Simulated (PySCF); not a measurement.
**BrF3Ti: what the electrons do**

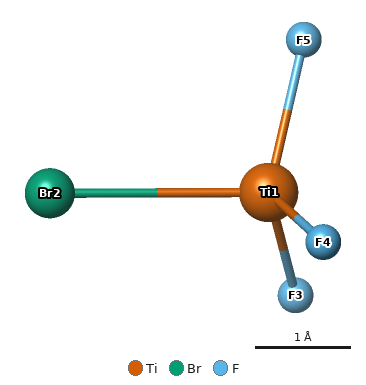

The molecule, with its atoms numbered as below. No frequency check shows the geometry to be a minimum.

Cartesian coordinates (Å):

```
Ti1     -0.8328   -0.0000    0.0000
Br2      1.4834    0.0000    0.0000
F3      -1.2443    1.1326   -1.1857
F4      -1.2446    0.4606    1.5735
F5      -1.2443   -1.5931   -0.3880
```

Part 1: Bonding charge

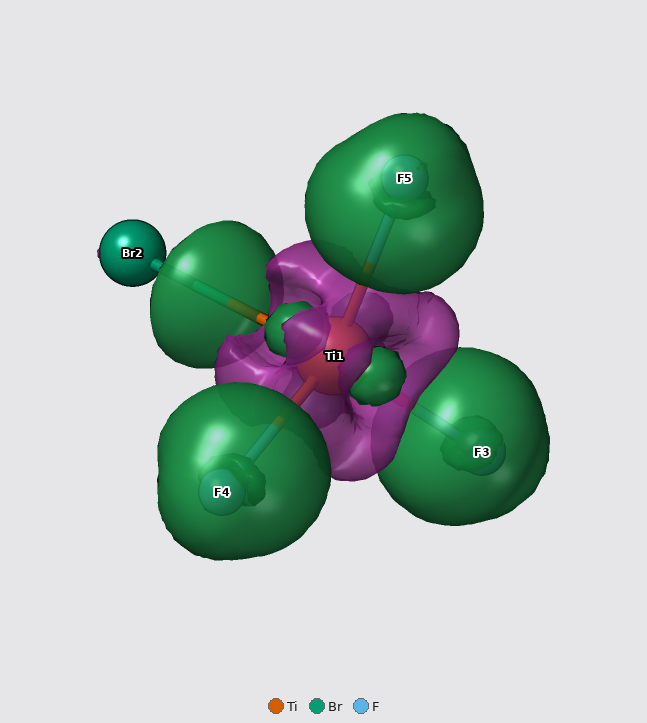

Deformation density (molecule less spherical, spin-averaged free atoms at the same positions), surfaces at ±0.08 e/Å³; green: gain, purple: loss.

Level of theory: PBE0/def2-TZVP (PySCF), at a geometry from GFN2-xTB. This is a single-reference result, which may miss multireference character in this system.

How much density has each bond gained at its critical point, relative to the free atoms?

Answer. Ti1–Br2: +0.15 e/Å³ at the bond critical point (bond length 2.32 Å, Mayer order 1.1). Ti1–F4, Ti1–F5 and Ti1–F3: +0.15 e/Å³ at the bond critical point (bond length 1.69 Å, Mayer order 1.0). In all, 1.2 electrons gather in the regions of gain relative to the promolecule.

Where do the Hirshfeld charges lie?

Answer. The highest Hirshfeld charge is on Ti1 (+0.73 e), the lowest on F3, F4 and F5 (−0.21 e).

```tsv
atom	charge (e)
Ti1	+0.73
Br2	−0.10
F3	−0.21
F4	−0.21
F5	−0.21
```

Part 2: Bond critical points

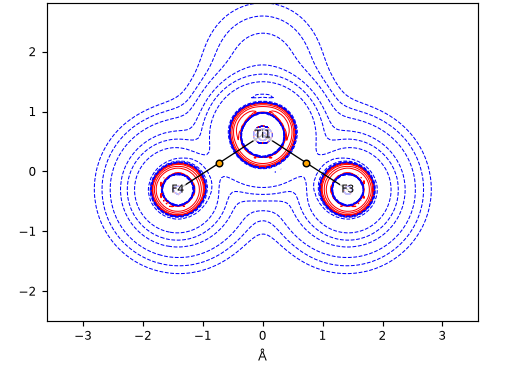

Negative Laplacian of the density (−∇²ρ) in the plane of Ti1, F3 and F4 (solid red lines positive, dashed blue lines negative, contours at ±0.02 to ±8 a.u.), with bond paths and bond critical points (dots).

Sort the bonds in the plane by the sign of ∇²ρ at their critical points.

Answer. At none is it concentrated. Depleted (∇²ρ > 0): Ti1–F4 and Ti1–F3 (+1.02 a.u., H = −0.072). A positive Laplacian with negative H is typical of metal–ligand bonds.

Part 3: Local ionisation energy

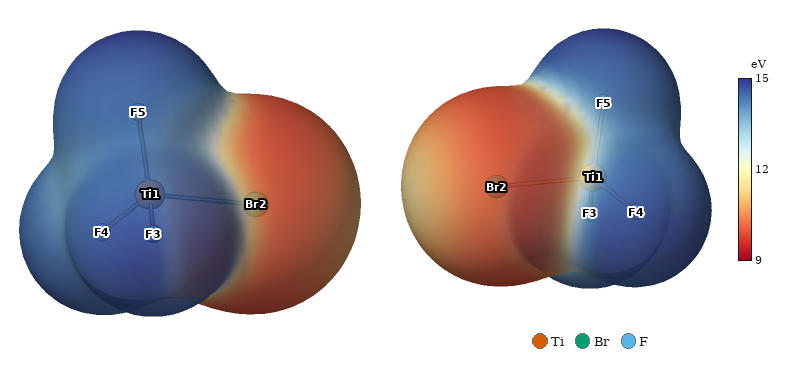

Average local ionisation energy on the surface of electron density 0.001 a.u. (back view left, front view right).

Locate the minima of the map.

Answer. The lowest value is 9.9 eV, 2.2 Å from Br2, and at like points elsewhere. Further minima include 13.8 eV, off the Ti1–F3 bond (1.9 to 2.0 Å from its atoms). For comparison, the highest occupied orbital lies at −9.1 eV.

What volume does the surface enclose, and what is the dipole moment?

Answer. About 105 Å³; the dipole moment is 0.8 D.

Part 4: In an electric field

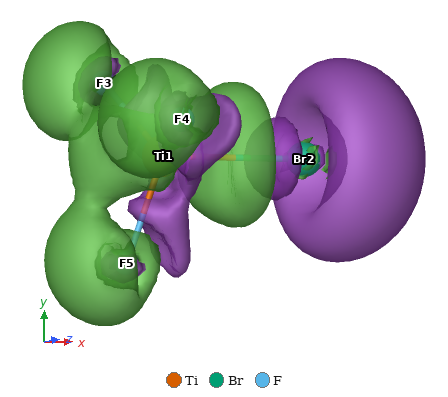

Change of the electron density in a uniform field of 0.26 V/Å, surfaces at ±0.0015 e/Å³ (purple: gain, green: loss).

PySCF calculation, B3LYP/def2-SVPD, gas phase; geometry: GFN2-xTB. This is a single-reference result, which may miss multireference character in this system.

Along which Cartesian direction does the field point?

Answer. Along −x: electrons gather on the +x side, against the field.

What dipole is induced, and what polarisability does it imply?

Answer. The induced dipole is 0.87 D (along the field); α along this axis, from the fields in both directions, is 69 bohr³ (10.2 Å³).

Which atoms gain and lose the most charge?

Answer. Electrons gather most on Br2 (Hirshfeld charge changes by −0.040 e) and leave Ti1 most (+0.016 e); 0.062 electrons are displaced in all.

The PySCF runs shown took 26 s and 40 s on 1 thread of Arm Neoverse V2, on a shared host.
